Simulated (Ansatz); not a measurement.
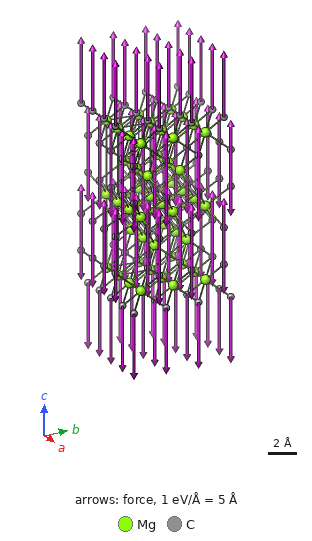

Starting geometry of solid MgC (a generated structure, set up in P6_3/mmc) (coarse preliminary run) with the computed forces as purple arrows. A ball-and-stick model of the cell of the calculation, repeated 3 × 2 × 1 with one cell outlined, seen slightly off an axis.

Level of theory: DFT PBE, scalar-relativistic, plane waves, PAW (Ansatz).

Input file:
```yaml
crystal:
  lattice:
    - [3.24676295, 0.0, 0.0]
    - [-1.62338148, 2.8117792, 0.0]
    - [0.0, 0.0, 10.69866593]
  atoms:
    - { symbol: Mg, position: [0.0, 0.0, 0.0] }
    - { symbol: Mg, position: [0.33333333, 0.66666667, 0.25] }
    - { symbol: Mg, position: [0.0, 0.0, 0.5] }
    - { symbol: Mg, position: [0.66666667, 0.33333333, 0.75] }
    - { symbol: C, position: [0.66666667, 0.33333333, 0.125] }
    - { symbol: C, position: [0.66666667, 0.33333333, 0.375] }
    - { symbol: C, position: [0.33333333, 0.66666667, 0.625] }
    - { symbol: C, position: [0.33333333, 0.66666667, 0.875] }
basis:
  ecutwfc: 420
kpoints:
  mp_grid: { grid: [6, 6, 2] }
hamiltonian:
  xc: pbe
scf:
  occupations: { method: gaussian, width: 0.1 }
  lower_state_search: "off"
output:
  forces: true
  stress: true
  eigenvalues: true
relax:
  adjacent_minimum: "off"
  f_tol: 0.04
  max_steps: 70
  cell: { stress_tol: 0.4 }
```

Run as
```bash
ansatz run input.yaml --threads 1 --pin off --max-ram 2048MiB --backend cpu --events-out ev --progress --plain --runs-dir out
```

### What follows when this structure is relaxed?

It isn't relaxed: the largest force vector, on C atoms, is 0.97 eV/Å. The atoms end up moving mostly along the starting forces (cosine between the two patterns 1.00). The largest moves relative to the cell, 0.42 Å, are those of C5, C6, C7 and C8. C5 goes along +c. Mg stays in place. The volume changes by +1.1 %, with a = b 3.247 → 3.550 Å (+9.3 %), c 10.699 → 9.052 Å (−15.4 %). Some distances before and after: C5–C6 2.675 → 1.424 Å, Mg1–C5 2.303 → 2.570 Å, Mg2–C5 2.303 → 2.170 Å. New bonds form: C5–C6 (2.67 → 1.42 Å), C7–C8 (2.67 → 1.42 Å). Among the angles between lasting bonds that change: Mg2–C6–Mg2 89.7° → 109.8°, C7–Mg4–C7 89.7° → 109.8°, Mg2–C6–Mg3 180.0° → 162.0°. The space group stays P6_3/mmc (No. 194). After 9 accepted moves (11 points after the start) the energy has fallen by 6.483 eV per cell of the calculation. Largest force component: 0.97 eV/Å at the start, 0.00035 eV/Å at the end. Pressure: −0.74 GPa at the start and 0.04 GPa at the end. At 2 points the geometry stayed and the basis and grid were re-selected for the new cell (energy shift of 33.2 meV per cell of the calculation at most each time).
